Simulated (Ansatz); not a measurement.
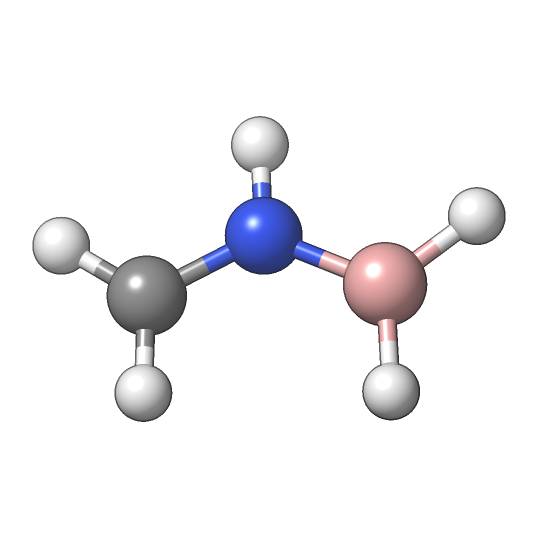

Every bond is drawn as one stick, whatever its order. Colours: boron pink, carbon grey, nitrogen blue, hydrogen white.

Charge 0, doublet. Computed geometry: PBE0-D4/def2-TZVP optimisation. No frequency run is at hand to confirm it as a minimum.

Count the atoms of each element.

Answer. CH5BN, 8 atoms: 1 carbon, 5 hydrogen, 1 boron and 1 nitrogen.

How many atoms are distinct by symmetry?

Answer. 8: 1 B, 1 C, 1 N, 1 H, 1 H, 1 H, 1 H, 1 H.

Which point group does it belong to?

Answer. Cs.

Count the bonded pairs by element.

Answer. 2 B–H, 2 C–H, 1 C–N, 1 B–N, 1 N–H. Sticks follow a distance rule.

More results for the same structure follow; atom numbers are the same in all pictures, views and colours differ.

Shape

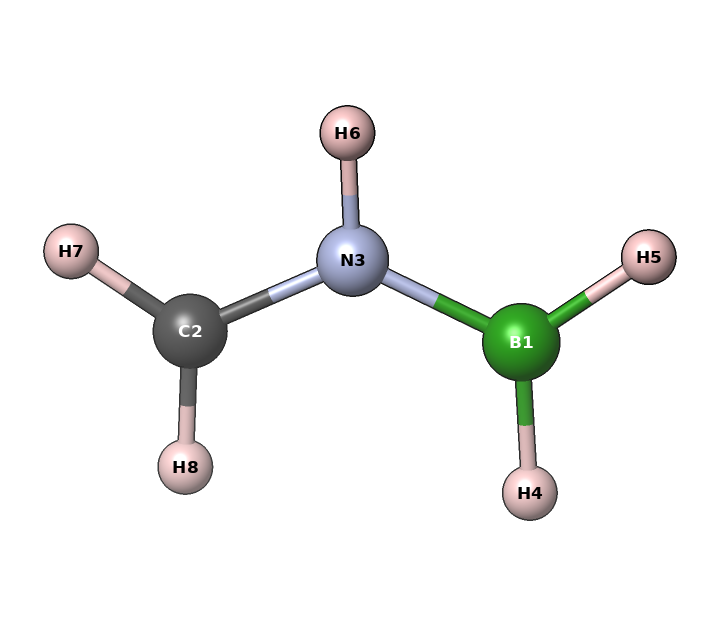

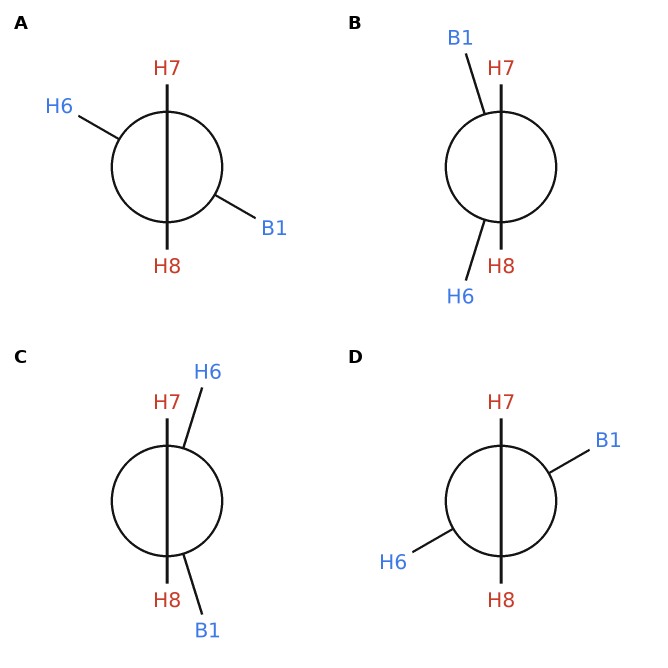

Atoms fade into the background with distance from the viewer. Bonds that would overlap in a projection are set slightly apart. No frequency run is at hand to confirm it as a minimum.

Which Newman projection shows the view along C2–N3, with C2 in front?

Answer. C. The torsion angle H7–C2–N3–B1 is 180°, antiperiplanar (anti).

Electronic properties

No frequency run is at hand to confirm it as a minimum. Method: UKS PBE0-D4/def2-TZVPP (Ansatz 0.2.0).

Predict the main results.

- HOMO energy (Kohn–Sham orbital): −5.19 eV
- ⟨S²⟩ of the determinant: 0.759
- dispersion correction: −7.6 kJ/mol

Dipole moment

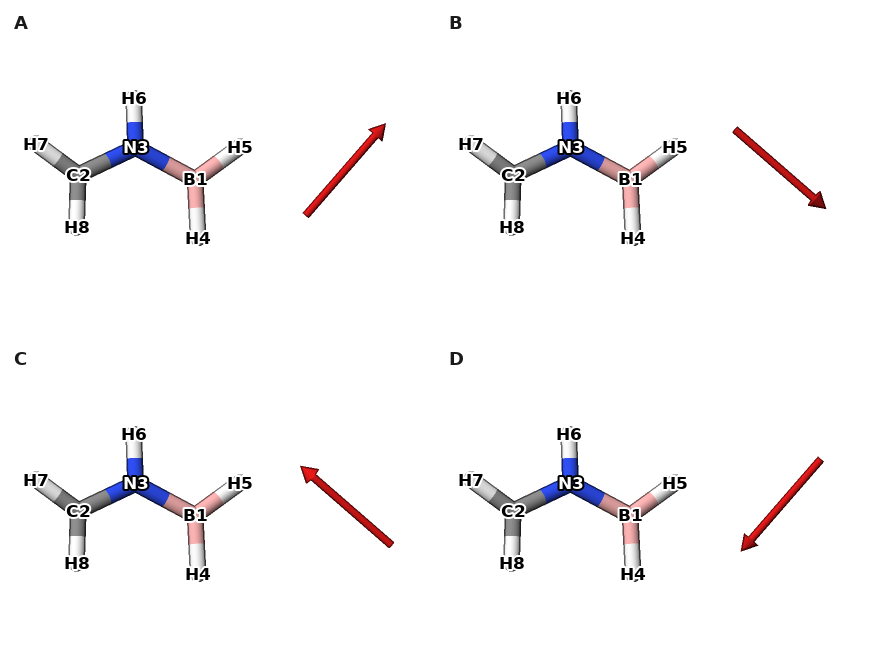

The same molecule four times, each with an arrow. No frequency run is at hand to confirm it as a minimum. Level of theory: UKS PBE0-D4/def2-TZVP (Ansatz 0.2.0).

Which arrow points along the dipole moment, from the negative to the positive end?

Answer. C. The dipole moment is 1.88 D; it points from the side of H4 to the side of H7 (the outermost atoms at the two ends).

Charges

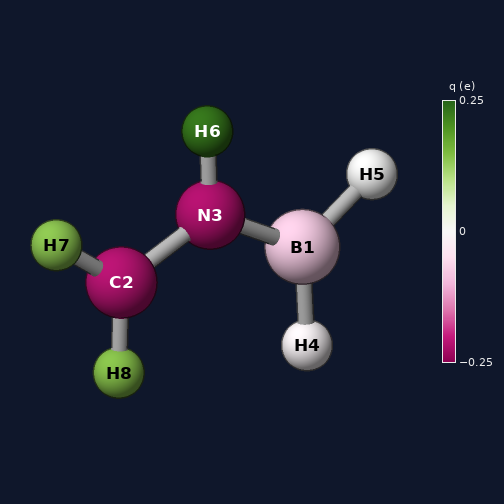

Atoms are coloured by their Mulliken charges. No frequency run is at hand to confirm it as a minimum. Properties computed with UKS PBE0-D4/def2-TZVP (Ansatz 0.2.0).

Which atom carries the highest charge (most positive or least negative)?

Answer. H6 (0.23 e).

And the lowest?

Answer. N3 (−0.22 e).

Give the Mulliken charges atom by atom.

```json
{"atom": "B1", "value (e)": "−0.07"}
{"atom": "C2", "value (e)": "−0.21"}
{"atom": "N3", "value (e)": "−0.22"}
{"atom": "H4", "value (e)": "−0.01"}
{"atom": "H5", "value (e)": "0.00"}
{"atom": "H6", "value (e)": "0.23"}
{"atom": "H7", "value (e)": "0.14"}
{"atom": "H8", "value (e)": "0.14"}
```

Mulliken values depend strongly on the basis set and can even reverse the polarity of a bond.
